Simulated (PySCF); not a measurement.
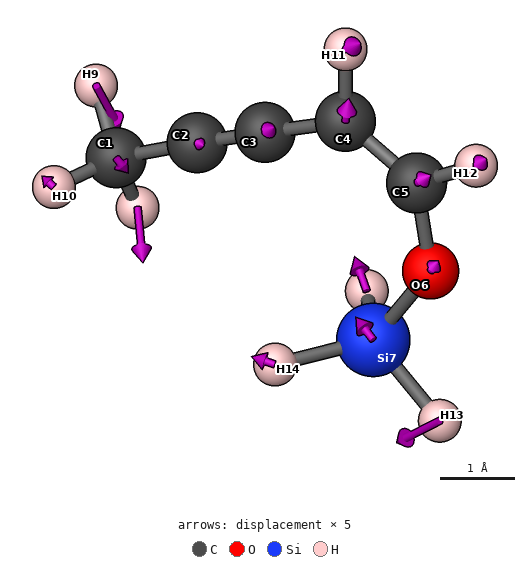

This is a relaxation of C$_{5}$H$_{8}$OSi. The starting structure is drawn; purple arrows show the displacements, magnified 5 times. The two geometries are superimposed by the best rigid fit.

A ball-and-stick model, seen at a tilt.

The start comes from GFN2-xTB. Its atoms were then displaced at random by about 0.01 Å.

Level of theory: PBE0-D3(BJ)/def2-SVP geometry optimisation, gas phase (PySCF 2.14.0, density-fitted response routines). 

> Which element moves most?

Hydrogen: up to 0.20 Å, against 0.09 Å for silicon.

> What did the optimiser do to the structure, and how much energy did it gain?

The atom that moves furthest after the best rigid fit is an H atom (0.20 Å). By element the largest moves are H 0.20 Å, Si 0.09 Å, C 0.08 Å, O 0.05 Å. Some distances before and after: H–Si 1.425 → 1.489 Å, O–Si 1.626 → 1.688 Å, C–C 1.299 → 1.348 Å, C–H 1.064 → 1.102 Å. Among the angles between lasting bonds that change: H–Si–H 114.2° → 109.4°, C–C–H 113.7° → 118.5°, O–Si–H 98.6° → 102.7°. After 8 geometry steps the energy has fallen by 32.4 kJ/mol.
